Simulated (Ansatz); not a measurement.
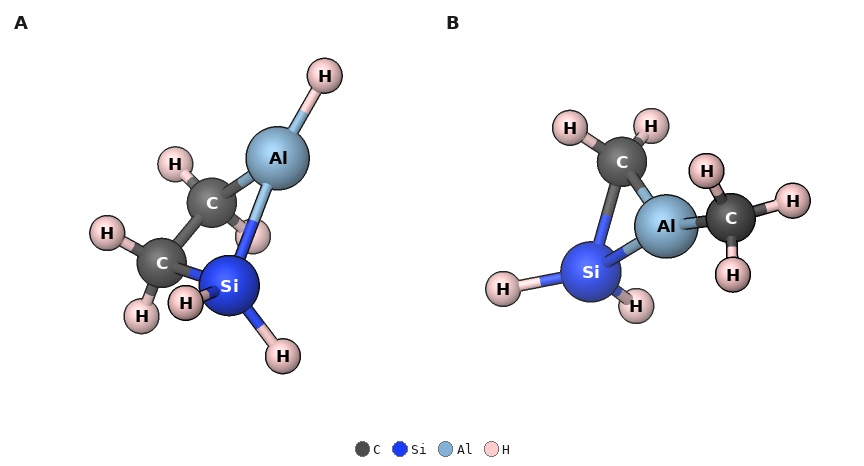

2 stationary structures of one formula. Geometries: PBE0-D4/def2-TZVP. Electronic energies: CCSD(T)/CBS (MP2 limit from def2-TZVPP and def2-QZVPP plus CCSD(T) − MP2) (Ansatz 0.2.0), without zero-point energy.

Question: Rank them by energy, lowest first.

Answer: A is lowest (a minimum); B lies 14.5 kJ/mol above it (a minimum). A is `[CH2]1C[SiH2][AlH]1`, B is `[CH3][Al]1[CH2][SiH2]1`.
